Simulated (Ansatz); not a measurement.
# AlNi (Pm-3m): thermal expansion from first principles, part 3 of 4

Wanted: α(T), C_P(T) and B(T) of AlNi in the quasi-harmonic approximation.

Experimental results on record:
- heat capacity C_P per formula unit 45.9 J/mol/K near room temperature (given in “High-Throughput Prediction of Finite-Temperature Properties using the Quasi-Harmonic Approximation”, 2016, arXiv:1603.06924)

Ansatz 0.2.0; DFT LDA, scalar-relativistic, plane waves, PAW (the session's first sound run).

So far, principal linear expansion coefficients at 298 K (× 1e-6/K): step 6 (phonons on strained cells, functional LDA, q-mesh 2×2×2) 12.

The database entry behind the starting cell differs from later determinations by our own check (about 0.2 % short), so it need not match the best structure at ambient conditions.

### 7. Phonons on strained cells, q-mesh 4×4×4

Thermal expansion follows from how the free energy of the vibrations (and of the electrons in a metal) changes with strain, so the program makes strained cells, their phonons and a fit in one run.

Contents of input.yaml:

```yaml
crystal:
  lattice:
    - [2.8322725568, 0.0, 0.0]
    - [0.0, 2.8322725568, 0.0]
    - [0.0, 0.0, 2.8322725568]
  atoms:
    - { symbol: Al, position: [0.0, 0.0, 0.0] }
    - { symbol: Ni, position: [0.5, 0.5, 0.5] }
kpoints:
  mp_grid: { grid: [16, 16, 16] }
hamiltonian:
  xc: lda
scf:
  occupations: { method: methfessel_paxton, width: 0.2 }
  lower_state_search: "off"
output:
  eigenvalues: true
phonons:
  method: dfpt
  qmesh: [4, 4, 4]
  temperatures: { t_max: 900.0, t_step: 50 }
  thermal_expansion: {}
```

Started as:

```
> ansatz run input.yaml --threads 8 --pin off --max-ram 16384MiB --backend cpu --events-out ev --progress --plain --runs-dir out
```

Numbers of over 12 decimals in the logs are rounded to 6 here.

The log of the run:

```text
[...]
Crystal: 2 atoms, lattice volume = 22.720 Å³
Basis set: ecut = 487.2 eV, 515 PW (Γ), exchange–correlation on 48×48×48 points (8 copies of the dense FFT grid, shifted against one another)
Bands: 15, of which v1, the nominal top of the filled ones, is band 11 counted from 1 (10 counted from 0)
Symmetry: 48 space group operations
[...]
k-points: 165 of 4096
[...]
SCF iter   1: F=—  HF=-6287.670111 eV  |F-HF|=—  |Δ(HF+E_count)|=         —  Δρ=1.56e-2  dr2=2.33e-2  ethr=1.77e-3  ⟨swp⟩=4.3  Hψ=11173  notcnv=0
[...]
SCF iter   7: F=-6287.665762 eV  HF=-6287.665762 eV  |F-HF|=9.09e-13  |Δ(HF+E_count)|=  1.27e-11  S|Δr|=    0.00e0  Δρ=2.77e-8  dr2=6.24e-14  ethr=1.00e-12  ⟨swp⟩=6.4  Hψ=10833  notcnv=0
SCF 1 converged in 7 iterations: F = -6287.665762 eV  dr2 = 6.24e-14
[...]
relax step   1: F+E_penalty+E_count = -6287.66576218 eV  Δ(F+E_penalty+E_count) = +0.000e0 eV  max|allowed force component| = 4.207e-29 eV/Å  Δτ_max = 0.0000 Å  (7 SCF iters, accepted)
SCF converged after 7 iterations
[...]
Free energy (F): -6287.665762 eV
[...]
Internal energy: -6287.666769 eV  (E = F + TS)
E sigma→0 (E₀):  -6287.666014 eV
Entropy (-TS):   0.001007 eV (0.503 meV/atom)
Fermi energy:    14.539859 eV
[...]
--- Stress (GPa, compression-positive) ---
       -0.003968       0.000000       0.000000
        0.000000      -0.003968       0.000000
        0.000000       0.000000      -0.003968
  P = ⅓ Tr σ = -0.0040 GPa (-0.040 kbar)
--- Band table (eV; the first three rows and the last of 165) ---
  k-point 0: bands = [... 7 lower, 12.8826, 12.8826, 12.8826, 20.2104, 20.2104, 20.2104, 22.8819, 22.8819]
  k-point 1: bands = [... 7 lower, 12.8485, 12.8485, 12.8863, 19.4062, 20.3088, 20.3088, 22.8824, 23.6153]
  k-point 2: bands = [... 7 lower, 12.7545, 12.7545, 12.8969, 17.9978, 20.5966, 20.5966, 22.8839, 24.7828]
  k-point 164: bands = [... 7 lower, 13.4872, 13.4872, 16.4893, 16.4893, 16.4893, 18.5798, 19.2702, 19.2702]
── thermal expansion: 3 new cells, 3 in all ──
thermal expansion: relaxation of cell 2
thermal expansion: relaxation of cell 3
── thermal expansion: 2 new cells, 5 in all ──
thermal expansion: relaxation of cell 4
thermal expansion: electrons of cell 4
thermal expansion: phonons of cell 4
[...]
thermal expansion: relaxation of cell 5
thermal expansion: electrons of cell 1
thermal expansion: electrons of cell 2
thermal expansion: electrons of cell 3
thermal expansion: electrons of cell 5
thermal expansion: phonons of cell 5
[...]
── thermal expansion: 5 new cells, 10 in all ──
thermal expansion: relaxation of cell 6
thermal expansion: relaxation of cell 7
thermal expansion: relaxation of cell 8
thermal expansion: relaxation of cell 9
thermal expansion: relaxation of cell 10
thermal expansion: electrons of cell 6
thermal expansion: electrons of cell 7
thermal expansion: electrons of cell 8
thermal expansion: electrons of cell 9
thermal expansion: electrons of cell 10
thermal expansion: phonons of cell 6
[...]
thermal expansion: phonons of cell 7
[...]
WARN: thermal expansion: eigensolver_not_converged in the phonons of 4 cells: 4, 5, 6, 7
--- Relaxed structure (1 steps of the walk, 1 accepted, 0 SCFs on fresh bases) ---
  F+E_penalty+E_count = -6287.66576218 eV   max|allowed force component| = 4.207e-29 eV/Å
  atoms:
    - { symbol: Al, position: [0.0, 0.0, 0.0] }
    - { symbol: Ni, position: [0.500000, 0.500000, 0.500000] }
--- Thermal expansion: 10 cells in 3 rounds, 0 GPa ---
  no lower state was looked for at cell 4: scf.lower_state_search: off
  without vibrations: a 2.83226, b 2.83226, c 2.83226 Å, V 22.7195 Å³, B 186.09 GPa
  at 0 K: a 2.83837, b 2.83837, c 2.83837 Å, V 22.8669 Å³, B 182.56 GPa
  zero-point expansion: a +0.216, b +0.216, c +0.216, V +0.649 %
[...]
0.00    2.83837    2.83837    2.83837    22.8669 |    0.00    0.00    0.00    0.00 |   22.80 |     0.000     0.000 |   182.56   182.56
   100.00    2.83905    2.83905    2.83905    22.8834 |    6.27    6.27    6.27   18.82 |   30.69 |    23.042    22.953 |   181.41   182.11
   200.00    2.84157    2.84157    2.84157    22.9444 |   10.71   10.71   10.71   32.14 |   34.99 |    39.864    39.355 |   178.22   180.53
   298.15    2.84483    2.84483    2.84483    23.0234 |   12.44   12.44   12.44   37.32 |       - |    46.004    44.999 |   174.61   178.51
   350.00    2.84671    2.84671    2.84671    23.0691 |   12.99   12.99   12.99   38.98 |   38.22 |    47.786    46.510 |   172.63   177.36
   450.00    2.85053    2.85053    2.85053    23.1621 |   13.80   13.80   13.80   41.39 |   39.66 |    50.076    48.262 |   168.68   175.02
   550.00    2.85456    2.85456    2.85456    23.2605 |   14.45   14.45   14.45   43.35 |   40.88 |    51.664    49.281 |   164.60   172.55
   650.00    2.85878    2.85878    2.85878    23.3637 |   15.05   15.05   15.05   45.16 |   42.00 |    52.960    49.968 |   160.39   169.99
   750.00    2.86317    2.86317    2.86317    23.4715 |   15.66   15.66   15.66   46.98 |   43.07 |    54.139    50.488 |   156.04   167.33
   850.00    2.86775    2.86775    2.86775    23.5843 |   16.29   16.29   16.29   48.88 |   44.14 |    55.288    50.917 |   151.56   164.57
   900.00    2.87011    2.87011    2.87011    23.6426 |   16.62   16.62   16.62   49.87 |   44.68 |    55.868    51.111 |   149.27   163.16
[...]
vibrations' free energy: its fit passes through its cells
[...]
free energies summed between the sampled wave vectors
[...]
eigensolver_not_converged in the phonons of 4 cells: 4, 5, 6, 7
```

Wall time 16 min (8 threads of Arm Neoverse V2, shared host); peak memory 2.7 GiB; 1.9 h of CPU time.

This step gave:

```yaml
volume_expansion_coefficient_at_298_k: 37.32 1e-6/K
c_p_at_298_k: 23.00 J/mol-atom/K
entropy_at_298_k: 26.12 J/mol-atom/K
isothermal_bulk_modulus_at_298_k: 174.6 GPa
grueneisen_parameter_at_298_k: 2.008
principal_linear_expansion_coefficients_at_298_k: 12.44, 12.44, 12.44 1e-6/K
```

Strained cells of the study; zero-point energy where phonons were solved; the pressures are stresses at a fixed cutoff and can carry an offset from the finite basis. Expansion cells, by row:

```
cell  |a| (Å)  |b| (Å)  |c| (Å)  V (Å³/atom)  E - E_lowest (meV/atom)  pressure, compression positive (GPa)  gap (eV)  zero-point energy (meV/atom)
   1    2.832    2.832    2.832        11.36                        0                                -0.034         -                             -
   2    2.855    2.855    2.855        11.63                    3.708                                -4.256         -                             -
   3     2.81     2.81     2.81        11.09                    3.836                                 4.651         -                             -
   4    2.832    2.832    2.832        11.36                    0.001                                -0.072         -                         44.25
   5    2.847    2.847    2.847        11.53                    1.505                                -2.764         -                         42.98
   6    2.865    2.865    2.865        11.76                    7.867                                -6.065         -                         41.32
   7    2.882    2.882    2.882        11.97                    17.39                                -8.726         -                         39.86
   8    2.804    2.804    2.804        11.03                    5.958                                 5.865         -                             -
   9    2.818    2.818    2.818        11.19                     1.45                                 2.802         -                             -
  10    2.905    2.905    2.905        12.26                    36.18                                -12.05         -                             -
```

Quasi-harmonic; a, b, c are the run's own cell vectors. Expansion, by row:

| T (K) | a (Å) | b (Å) | c (Å) | alpha (deg) | beta (deg) | gamma (deg) | cell volume (Å³/cell) | alpha_a (1e-6/K) | alpha_b (1e-6/K) | alpha_c (1e-6/K) | alpha_V (1e-6/K) | C_P (J/mol-atom/K) | C_V (J/mol-atom/K) | S (J/mol-atom/K) | B_T (GPa) | B_S (GPa) | Grueneisen | extrapolation | fit error (1e-6/K) |
| --- | --- | --- | --- | --- | --- | --- | --- | --- | --- | --- | --- | --- | --- | --- | --- | --- | --- | --- | --- |
| 0 | 2.838 | 2.838 | 2.838 | 90 | 90 | 90 | 22.87 | 0 | 0 | 0 | 0 | 0 | 0 | 0 | 182.6 | 182.6 | - | 0 | 0 |
| 50 | 2.838 | 2.838 | 2.838 | 90 | 90 | 90 | 22.87 | 2.06 | 2.06 | 2.06 | 6.19 | 3.758 | 3.756 | 1.358 | 182.4 | 182.5 | 2.069 | 0 | 0 |
| 100 | 2.839 | 2.839 | 2.839 | 90 | 90 | 90 | 22.88 | 6.27 | 6.27 | 6.27 | 18.82 | 11.52 | 11.48 | 6.439 | 181.4 | 182.1 | 2.05 | 0 | 0 |
| 150 | 2.84 | 2.84 | 2.84 | 90 | 90 | 90 | 22.91 | 9.05 | 9.05 | 9.05 | 27.16 | 16.81 | 16.68 | 12.2 | 179.9 | 181.4 | 2.022 | 0 | 0 |
| 200 | 2.842 | 2.842 | 2.842 | 90 | 90 | 90 | 22.94 | 10.71 | 10.71 | 10.71 | 32.14 | 19.93 | 19.68 | 17.5 | 178.2 | 180.5 | 2.011 | 0 | 0.01 |
| 250 | 2.843 | 2.843 | 2.843 | 90 | 90 | 90 | 22.98 | 11.75 | 11.75 | 11.75 | 35.25 | 21.82 | 21.44 | 22.17 | 176.4 | 179.5 | 2.008 | 0 | 0.01 |
| 298.1 | 2.845 | 2.845 | 2.845 | 90 | 90 | 90 | 23.02 | 12.44 | 12.44 | 12.44 | 37.32 | 23 | 22.5 | 26.12 | 174.6 | 178.5 | 2.008 | 0 | 0.01 |
| 300 | 2.845 | 2.845 | 2.845 | 90 | 90 | 90 | 23.02 | 12.46 | 12.46 | 12.46 | 37.39 | 23.04 | 22.53 | 26.26 | 174.5 | 178.5 | 2.008 | 0 | 0.01 |
| 350 | 2.847 | 2.847 | 2.847 | 90 | 90 | 90 | 23.07 | 12.99 | 12.99 | 12.99 | 38.98 | 23.89 | 23.25 | 29.88 | 172.6 | 177.4 | 2.01 | 0 | 0.01 |
| 400 | 2.849 | 2.849 | 2.849 | 90 | 90 | 90 | 23.11 | 13.43 | 13.43 | 13.43 | 40.28 | 24.53 | 23.76 | 33.12 | 170.7 | 176.2 | 2.014 | 0 | 0.01 |
| 450 | 2.851 | 2.851 | 2.851 | 90 | 90 | 90 | 23.16 | 13.8 | 13.8 | 13.8 | 41.39 | 25.04 | 24.13 | 36.04 | 168.7 | 175 | 2.018 | 0 | 0.01 |
| 500 | 2.853 | 2.853 | 2.853 | 90 | 90 | 90 | 23.21 | 14.13 | 14.13 | 14.13 | 42.4 | 25.46 | 24.41 | 38.7 | 166.7 | 173.8 | 2.023 | 0 | 0.01 |
| 550 | 2.855 | 2.855 | 2.855 | 90 | 90 | 90 | 23.26 | 14.45 | 14.45 | 14.45 | 43.35 | 25.83 | 24.64 | 41.14 | 164.6 | 172.6 | 2.028 | 0 | 0.01 |
| 600 | 2.857 | 2.857 | 2.857 | 90 | 90 | 90 | 23.31 | 14.75 | 14.75 | 14.75 | 44.26 | 26.17 | 24.83 | 43.4 | 162.5 | 171.3 | 2.034 | 0 | 0.01 |
| 650 | 2.859 | 2.859 | 2.859 | 90 | 90 | 90 | 23.36 | 15.05 | 15.05 | 15.05 | 45.16 | 26.48 | 24.98 | 45.51 | 160.4 | 170 | 2.04 | 0 | 0.01 |
| 700 | 2.861 | 2.861 | 2.861 | 90 | 90 | 90 | 23.42 | 15.35 | 15.35 | 15.35 | 46.06 | 26.78 | 25.12 | 47.48 | 158.2 | 168.7 | 2.046 | 0 | 0.02 |
| 750 | 2.863 | 2.863 | 2.863 | 90 | 90 | 90 | 23.47 | 15.66 | 15.66 | 15.66 | 46.98 | 27.07 | 25.24 | 49.34 | 156 | 167.3 | 2.052 | 0 | 0.02 |
| 800 | 2.865 | 2.865 | 2.865 | 90 | 90 | 90 | 23.53 | 15.97 | 15.97 | 15.97 | 47.91 | 27.36 | 25.36 | 51.1 | 153.8 | 166 | 2.059 | 0 | 0.02 |
| 850 | 2.868 | 2.868 | 2.868 | 90 | 90 | 90 | 23.58 | 16.29 | 16.29 | 16.29 | 48.88 | 27.64 | 25.46 | 52.76 | 151.6 | 164.6 | 2.066 | 0 | 0.02 |
| 900 | 2.87 | 2.87 | 2.87 | 90 | 90 | 90 | 23.64 | 16.62 | 16.62 | 16.62 | 49.87 | 27.93 | 25.55 | 54.35 | 149.3 | 163.2 | 2.074 | 0 | 0.02 |

The expansion coefficient by temperature; values in 1e-6/K:

```
temperature (K)  volume  principal 1
              0       0            0
             50    6.19         2.06
            100    18.8         6.27
            150    27.2         9.05
            200    32.1         10.7
            250    35.2         11.8
            298    37.3         12.4
            300    37.4         12.5
            350    39.0         13.0
            400    40.3         13.4
            450    41.4         13.8
            500    42.4         14.1
            550    43.4         14.4
            600    44.3         14.8
            650    45.2         15.1
            700    46.1         15.3
            750    47.0         15.7
            800    47.9         16.0
            850    48.9         16.3
            900    49.9         16.6
```

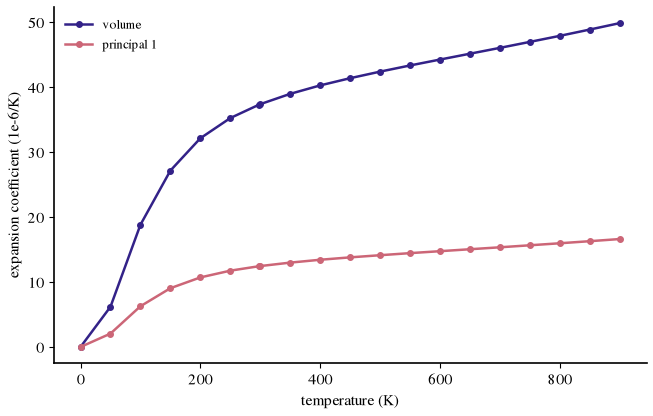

Expansion coefficient against temperature.

Changing the q-mesh (2×2×2 → 4×4×4) takes the volume expansion at 298 K from 36.0 to 37.3 × 10⁻⁶/K and B_T from 175 to 175 GPa.

### 8. Relaxing at another setting

The functional, the potentials or the cutoff change, so the crystal is relaxed again at the new setting.

This step: DFT PBE, scalar-relativistic, plane waves, PAW (Ansatz 0.2.0).

input.yaml, the sections that differ from step 7:

```yaml
hamiltonian:
  xc: pbe
output:
  forces: true
  stress: true
  eigenvalues: true
relax:
  adjacent_minimum: "off"
  f_tol: 0.001
  max_steps: 60
  cell: { stress_tol: 0.01 }
# crystal, kpoints, scf: as in step 7
# phonons: removed
```

The log of the run:

```text
[...]
Crystal: 2 atoms, lattice volume = 22.720 Å³
Basis set: ecut = 420 eV, 461 PW (Γ), exchange–correlation on 40×40×40 points (8 copies of the dense FFT grid, shifted against one another)
Bands: 15, of which v1, the nominal top of the filled ones, is band 11 counted from 1 (10 counted from 0)
Symmetry: 48 space group operations
[...]
k-points: 165 of 4096
[...]
SCF iter   1: F=—  HF=-6378.479815 eV  |F-HF|=—  |Δ(HF+E_count)|=         —  Δρ=3.54e-3  dr2=1.43e-3  ethr=1.77e-3  ⟨swp⟩=4.1  Hψ=11045  notcnv=0
[...]
SCF iter   5: F=-6378.479823 eV  HF=-6378.479823 eV  |F-HF|=8.14e-10  |Δ(HF+E_count)|=   5.92e-9  S|Δr|=    0.00e0  Δρ=6.58e-6  dr2=1.26e-9  ethr=4.76e-10  ⟨swp⟩=5.7  Hψ=11314  notcnv=0
SCF 1 converged in 5 iterations: F = -6378.479823 eV  dr2 = 1.26e-9
[...]
relax step   1: F+E_penalty+E_count = -6378.47982273 eV  Δ(F+E_penalty+E_count) = +0.000e0 eV  max|allowed force component| = 1.709e-29 eV/Å  Δτ_max = 0.0000 Å  P = +11.621 GPa  Ω = 22.720 Å³  (5 SCF iters, dr2 threshold 1.00e-7 eV, accepted)
Crystal: 2 atoms, lattice volume = 23.521 Å³
[...]
SCF iter   5: F=-6378.520255 eV  HF=-6378.520255 eV  |F-HF|=6.00e-11  |Δ(HF+E_count)|=   4.29e-8  S|Δr|=    0.00e0  Δρ=9.30e-7  dr2=9.62e-11  ethr=9.52e-10  ⟨swp⟩=5.0  Hψ=10949  notcnv=0
SCF 2 converged in 5 iterations: F = -6378.520255 eV  dr2 = 9.62e-11
relax step   2: F+E_penalty+E_count = -6378.52025486 eV  Δ(F+E_penalty+E_count) = -4.043e-2 eV  max|allowed force component| = 3.188e-30 eV/Å  Δτ_max = 0.0000 Å  P = +4.879 GPa  Ω = 23.521 Å³  energy of the carried Pulay correction = -3.322e-4 eV  (5 SCF iters, dr2 threshold 2.00e-7 eV, accepted)
Crystal: 2 atoms, lattice volume = 24.137 Å³
[...]
SCF iter   4: F=-6378.530045 eV  HF=-6378.530045 eV  |F-HF|=7.81e-8  |Δ(HF+E_count)|=   3.13e-6  S|Δr|=    0.00e0  Δρ=2.80e-5  dr2=1.17e-7  ethr=9.52e-10  ⟨swp⟩=4.6  Hψ=12471  notcnv=0
SCF 3 converged in 4 iterations: F = -6378.530045 eV  dr2 = 1.17e-7
relax step   3: F+E_penalty+E_count = -6378.53004477 eV  Δ(F+E_penalty+E_count) = -9.790e-3 eV  max|allowed force component| = 4.273e-30 eV/Å  Δτ_max = 0.0000 Å  P = +0.440 GPa  Ω = 24.137 Å³  energy of the carried Pulay correction = -5.798e-4 eV  (4 SCF iters, dr2 threshold 2.00e-7 eV, accepted)
[...]
relax step   4: F+E_penalty+E_count = -6378.53011015 eV  Δ(F+E_penalty+E_count) = -6.538e-5 eV  max|allowed force component| = 4.215e-30 eV/Å  Δτ_max = 0.0000 Å  P = +0.022 GPa  Ω = 24.200 Å³  energy of the carried Pulay correction = -6.047e-4 eV  (3 SCF iters, dr2 threshold 2.00e-7 eV, accepted)
[...]
relax step   5: F+E_penalty+E_count = -6378.53010905 eV  Δ(F+E_penalty+E_count) = +1.091e-6 eV  max|allowed force component| = 3.197e-30 eV/Å  Δτ_max = 0.0000 Å  P = -0.001 GPa  Ω = 24.203 Å³  energy of the carried Pulay correction = -6.060e-4 eV  (3 SCF iters, dr2 threshold 1.18e-9 eV, accepted)
[...]
relax step   6: F+E_penalty+E_count = -6378.53086197 eV  Δ(F+E_penalty+E_count) = -7.529e-4 eV  max|allowed force component| = 4.183e-30 eV/Å  Δτ_max = 0.0000 Å  P = +0.043 GPa  Ω = 24.203 Å³  stress off target by 4.27e-2 GPa  SCF on the basis re-selected at this cell (its energy is not comparable with the rows above)  (6 SCF iters)
[...]
relax step   7: F+E_penalty+E_count = -6378.53086044 eV  Δ(F+E_penalty+E_count) = +1.529e-6 eV  max|allowed force component| = 2.104e-30 eV/Å  Δτ_max = 0.0000 Å  P = +0.002 GPa  Ω = 24.209 Å³  energy of the carried Pulay correction = -2.389e-6 eV  (3 SCF iters, dr2 threshold 4.56e-9 eV, accepted)
[...]
SCF iter   7: F=-6378.530864 eV  HF=-6378.530864 eV  |F-HF|=0.00e0  |Δ(HF+E_count)|=  1.82e-12  S|Δr|=    0.00e0  Δρ=4.41e-8  dr2=4.53e-13  ethr=1.00e-12  ⟨swp⟩=3.8  Hψ=6907  notcnv=0
SCF 8 converged in 7 iterations: F = -6378.530864 eV  dr2 = 4.53e-13
relax step   8: F+E_penalty+E_count = -6378.53086387 eV  Δ(F+E_penalty+E_count) = -3.428e-6 eV  max|allowed force component| = 3.090e-30 eV/Å  Δτ_max = 0.0000 Å  P = +0.002 GPa  Ω = 24.209 Å³  stress off target by 2.35e-3 GPa  SCF on the basis re-selected at this cell (its energy is not comparable with the rows above)  (7 SCF iters)
[...]
SCF converged after 7 iterations
[...]
Free energy (F): -6378.530864 eV
[...]
Internal energy: -6378.532000 eV  (E = F + TS)
E sigma→0 (E₀):  -6378.531148 eV
Entropy (-TS):   0.001136 eV (0.568 meV/atom)
Fermi energy:    13.774468 eV
[...]
--- Stress (GPa, compression-positive) ---
        0.002352      -0.000000      -0.000000
       -0.000000       0.002352       0.000000
        0.000000       0.000000       0.002352
  P = ⅓ Tr σ = 0.0024 GPa (0.024 kbar)
--- Band table (eV; the first three rows and the last of 165) ---
  k-point 0: bands = [... 7 lower, 12.2734, 12.2734, 12.2734, 19.2019, 19.2019, 19.2019, 21.8219, 21.8219]
  k-point 1: bands = [... 7 lower, 12.2421, 12.2421, 12.2767, 18.4195, 19.2965, 19.2965, 21.8262, 22.5286]
  k-point 2: bands = [... 7 lower, 12.1555, 12.1555, 12.2862, 17.0500, 19.5731, 19.5731, 21.8391, 23.6342]
  k-point 164: bands = [... 7 lower, 12.8255, 12.8255, 15.7476, 15.7476, 15.7476, 17.3501, 18.1809, 18.1809]
--- Relaxed structure (6 steps of the walk, 6 accepted, 2 SCFs on fresh bases) ---
[...]
cell:  # Å, volume = 24.2092 Å³
    - [2.892858, 0, 0]
    - [0, 2.892858, 0.0]
    - [0, 0.0, 2.892858]
  atoms:
    - { symbol: Al, position: [0, 0, 0] }
    - { symbol: Ni, position: [0.5, 0.5, 0.500000] }
```

Elapsed: 3.3 s, on 8 threads; peak memory 0.54 GiB; 21 s of CPU time.

Step by step:

| step | energy less that of the first step (eV) | largest force component (eV/Å) | pressure (GPa) | volume (Å³) |
| --- | --- | --- | --- | --- |
| 1 | 0.0000 | 0.0000 | 11.62 | 22.72 |
| 2 | -0.0404 | 0.0000 | 4.88 | 23.52 |
| 3 | -0.0502 | 0.0000 | 0.44 | 24.14 |
| 4 | -0.0503 | 0.0000 | 0.02 | 24.20 |
| 5 | -0.0503 | 0.0000 | 0.00 | 24.20 |
| 6* | -0.0510 | 0.0000 | 0.04 | 24.20 |
| 7 | -0.0510 | 0.0000 | 0.00 | 24.21 |
| 8* | -0.0510 | 0.0000 | 0.00 | 24.21 |

Relaxation steps marked * repeat the geometry before them on a plane-wave basis chosen anew for their cell, so energy and pressure can jump there.

Forces are held to the 48 operations that the run works with; a distortion that breaks them can't arise in this run.

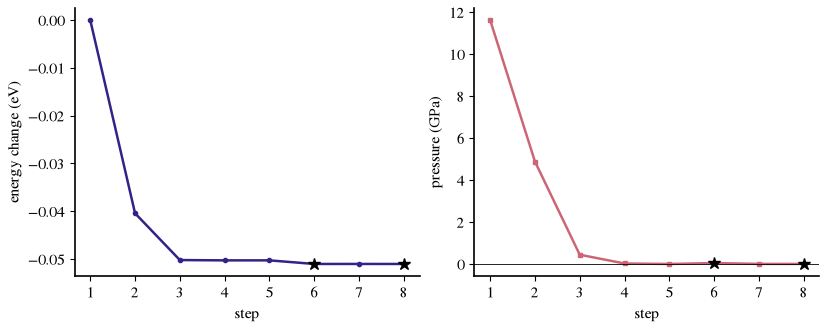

Energy and pressure along the relaxation. Stars mark steps on a basis chosen anew.

```csv
"conventional cell, symmetrised",before,after,change
a (Å),2.832,2.893,+2.1 %
b (Å),2.832,2.893,+2.1 %
c (Å),2.832,2.893,+2.1 %
volume (Å³/atom),11.36,12.10,+6.6 %
```

Final coordinates:

```
Al Ni
1.0
     2.89286    0.00000    0.00000
     0.00000    2.89286    0.00000
     0.00000    0.00000    2.89286
Al Ni
1 1
Cartesian
  0.0000 0.0000 0.0000
  1.4464 1.4464 1.4464
```

Numbers from this step:

```yaml
pressure: 0.002352 GPa
volume_per_atom: 12.10 Å³/atom
```

The residual pressure is 0.0024 GPa, small enough for phonons.

(Continued in part 4 of 4.)

[Logs are printed without paths, hosts, clocks, repeated set-up lines and the standing remarks that a program may print on its own settings, such as how far it seeks lower states.]

[Hosts, paths, dates, database ids (printed as entryN), source tags and the programs' standing remarks are cut or masked in the printed files.]

[A step with changed settings may run another functional than the one named; its input shows which.]
